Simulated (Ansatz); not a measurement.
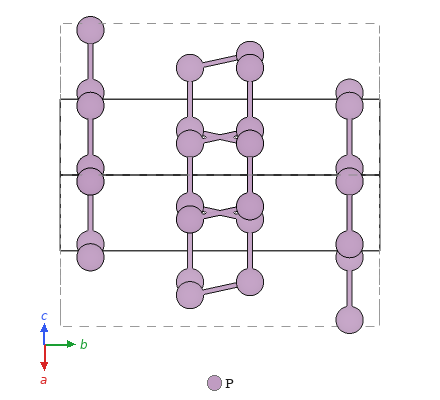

The structure, seen along [101]; the drawing may span several cells.

Given this structure, the geometry relaxed with Ansatz 0.2.0, DFT PBE, scalar-relativistic, plane waves, PAW, written in its standard cell:

```cif
data_structure
_symmetry_space_group_name_H-M 'Cmce'
_symmetry_Int_Tables_number 64
_cell_length_a 3.3091
_cell_length_b 11.2893
_cell_length_c 4.5645
_cell_angle_alpha 90.000
_cell_angle_beta 90.000
_cell_angle_gamma 90.000
_cell_volume 170.52
loop_
_atom_site_label
_atom_site_type_symbol
_atom_site_symmetry_multiplicity
_atom_site_Wyckoff_symbol
_atom_site_fract_x
_atom_site_fract_y
_atom_site_fract_z
_atom_site_occupancy
P1 P 8 f 0.00000 0.59401 0.58657 1
```

Predict the [101] zone-axis pattern (200 kV, kinematic, B = 0.5 Å²).

Answer. The spots form a centred rectangular net whose two shortest vectors correspond to d = 5.64 Å and 2.61 Å, 76.6° apart. They are 0 2 0 and 1 1 -1. The pattern has symmetry 2mm. The lattice centring (C) removes all reflections that break h + k = 2n; reflections such as 0 8 0 are allowed but too weak to see at this display level.

Strongest reflections with d > 1.02 Å, one of each family (|F|² from tabulated Gaussian fits of the electron scattering factors, times a small damping for the curvature of the Ewald sphere):

```csv
hkl,d (Å),I (strongest = 100)
0 4 0,2.822,100
1 1 -1,2.607,86
0 6 0,1.882,66
0 2 0,5.645,64
1 5 -1,1.726,43
0 10 0,1.129,13
```

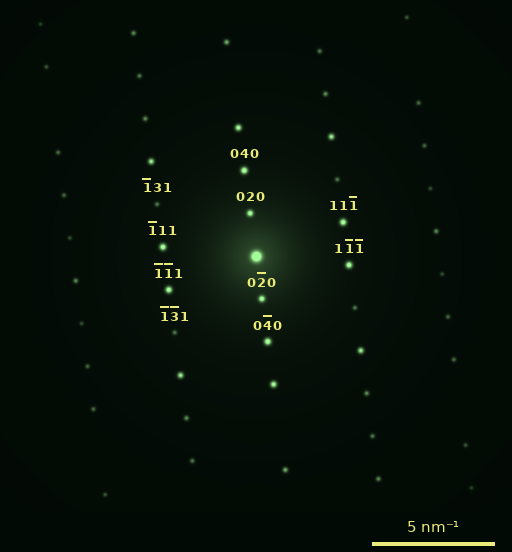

Calculated pattern, seen from the source side with [101] pointing towards the source.
